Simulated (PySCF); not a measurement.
## Electronic structure of Ge$_{3}$H$_{9}$P ((GeH3)3P) in real space

```tsv
atom	x (Å)	y (Å)	z (Å)
Ge	1.8437	-0.6863	-0.1040
P	0.0702	0.2160	-1.2591
Ge	-0.3146	1.9325	0.2241
Ge	-1.5158	-1.2014	-0.3824
H	1.6516	-0.8989	1.3753
H	2.2024	-2.0258	-0.6832
H	3.0527	0.1936	-0.2536
H	-0.3773	1.5642	1.6839
H	0.7619	2.9726	0.0937
H	-1.6175	2.6061	-0.1008
H	-2.8908	-0.7183	-0.7486
H	-1.5110	-1.3811	1.1135
H	-1.3598	-2.5728	-0.9765
```

Geometry: GFN2-xTB.

The calculation used B3LYP/def2-SVPD, SCF density, gas phase in PySCF 2.14.0.

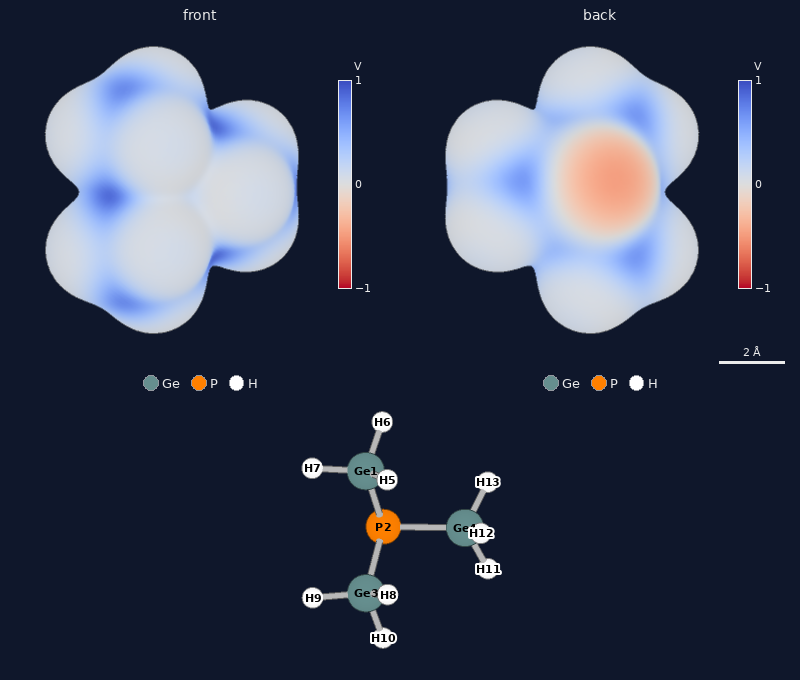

Figure 1. The electrostatic potential painted on the density surface at 0.001 e/bohr³, seen from the front and from behind; red is negative and blue positive. The bare structure is drawn below in the same view.

Question: Describe the electrostatic potential map.

Answer: The most negative region (about −0.4 V) lies over P2, the most positive (about +0.8 V) over Ge1, Ge3 and Ge4.

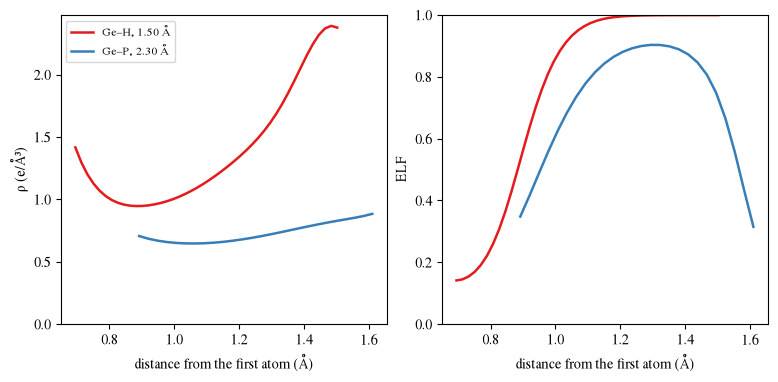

Figure 2. Total electron density and ELF along straight lines between neighbouring atoms. The curves leave out the atomic cores.

Question: What can be read from the curves?

Answer: Ge–H (1.50 Å): ρ at the midpoint is about 1.1 e/Å³; the ELF climbs to about 1 towards the hydrogen.
Ge–P (2.30 Å): ρ at the midpoint is about 0.66 e/Å³; the ELF peaks at about 0.90 between the atoms, as expected for a shared electron pair.
